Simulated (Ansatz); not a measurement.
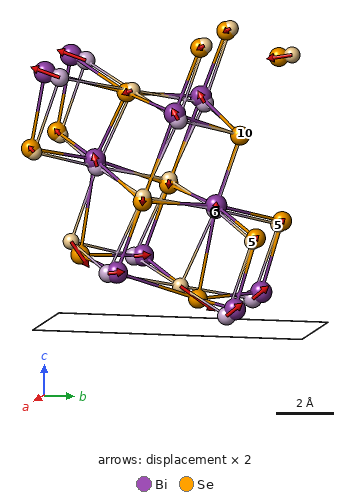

This is a relaxation of a slab of composition Bi2Se3 (cut from the R-3m phase). The starting structure is drawn faded, the final one solid; red arrows show the displacements, magnified 2 times.

The picture is a ball-and-stick view of the cell of the calculation, outlined in the plane, without the vacuum (origin shifted), seen slightly off an axis.

The slab is the (0 1 2) face of Bi2Se3.

Level of theory: DFT PBE+D3(BJ), scalar-relativistic, plane waves, PAW in Ansatz 0.2.0. (plane-wave cutoff 420 eV; k-point mesh 8 × 4 × 1; occupations gaussian; smearing width 0.05 eV; no spin polarisation; dipole correction; atoms relaxed in a fixed cell; force threshold 0.02 eV/Å; at most 60 steps)

> What did the optimiser do to the structure, and how much energy did it gain?

The largest move relative to the layer's centre is that of a Se atom, 0.77 Å at 56° to the normal (−c side). By element the largest moves are Se 0.77 Å, Bi 0.57 Å. The cell doesn't change. Among the contacts that change: Bi–Se 2.863 → 3.479 Å, Bi–Se 3.069 → 2.694 Å, Bi–Se 3.069 → 3.435 Å, Bi–Se 3.069 → 3.403 Å. Bond angles that change, for instance: Bi–Se–Bi 180.0° → 166.4°, Se–Bi–Se 84.9° → 97.2°, Bi–Se–Bi 84.9° → 97.2°. Over 9 geometry steps the energy falls by 1.306 eV per cell of the calculation. Largest force component: 1.5 eV/Å at the start, 0.018 eV/Å at the end.
